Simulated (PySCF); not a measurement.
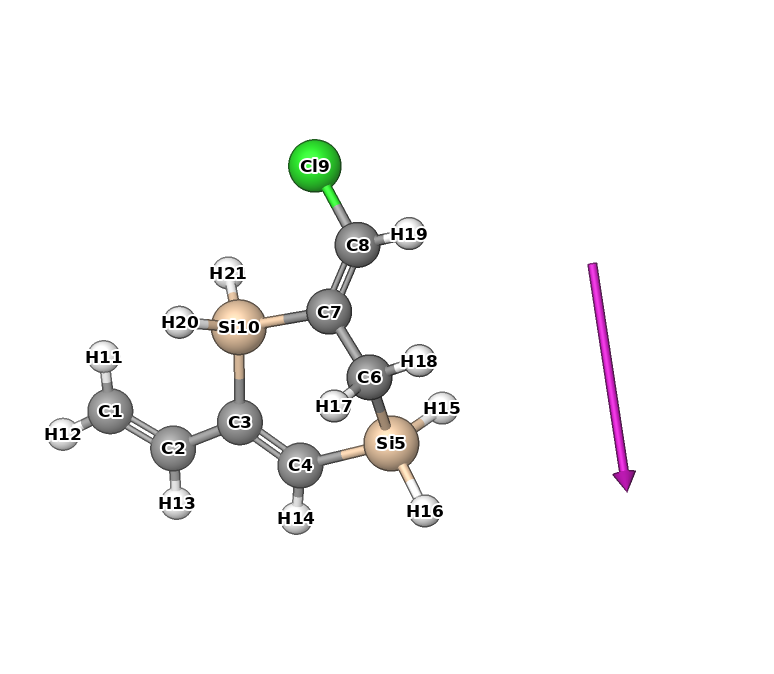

The arrow beside the molecule shows the direction of the dipole moment, from the negative to the positive end (its length means nothing). Computed geometry: GFN2-xTB optimisation. No frequency run is at hand to confirm it as a minimum. Method: PBE0/pcSseg-1, gas phase (PySCF 2.14.0).

Q: Estimate the dipole moment.

A: 1.75 D; it points from the side of Cl9 to the side of H16 (the outermost atoms at the two ends).

The geometry is semi-empirical. Around Si such bond lengths and angles can be off by a tenth of an ångström or more and by several degrees, and values that hang on the shape move with them.
